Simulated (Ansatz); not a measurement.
TiAl3, pressure series

Take TiAl₃ (space group I4/mmm, No. 139) as the base.

TiAl3 is taken in the tetragonal space group I4/mmm (No. 139), Pearson symbol tI8. Conventional cell: a = b = 3.8459 Å, c = 8.6199 Å, α = β = γ = 90.00°. Al1 on 2b is surrounded by 4 Ti at 2.719 Å and 8 Al at 2.888 Å (cuboctahedral). Al2 on 4d is surrounded by 4 Al at 2.719 Å and 4 Al at 2.888 Å and 4 Ti at 2.888 Å (cuboctahedral). Ti on 2a has 4 Al at 2.719 Å and 8 Al at 2.888 Å and 4 Ti at 3.846 Å. (Neighbours: up to the widest gap in distance over summed covalent radii, below 1.35, at either atom.)
(The calculation used a cell of 4 atoms; values per cell refer to that cell.)

Cell and atoms are relaxed at each pressure.

Level of theory: PBE (Ansatz, a first-principles code; PAW; 420 eV plane waves; no spin-orbit coupling).

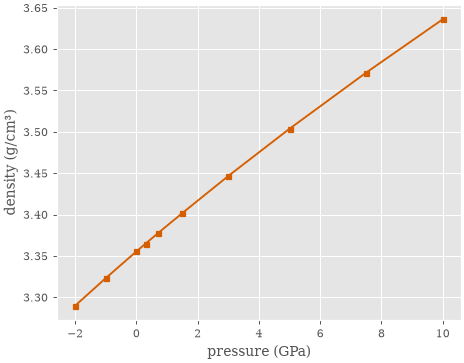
Figure: Density against pressure

### Question
From the plot, what is the density for pressure 7.5 GPa?

### Answer
About 3.57 g/cm³.

### Question
Is the trend monotonic over the range shown?

### Answer
Yes, it rises throughout, spanning 3.29 g/cm³ to 3.64 g/cm³.

Load acts through the strain it causes; cell and atoms are relaxed under it. Stability against distortions was not tested. Competing high-pressure phases were not computed. All final runs are without spin polarisation.
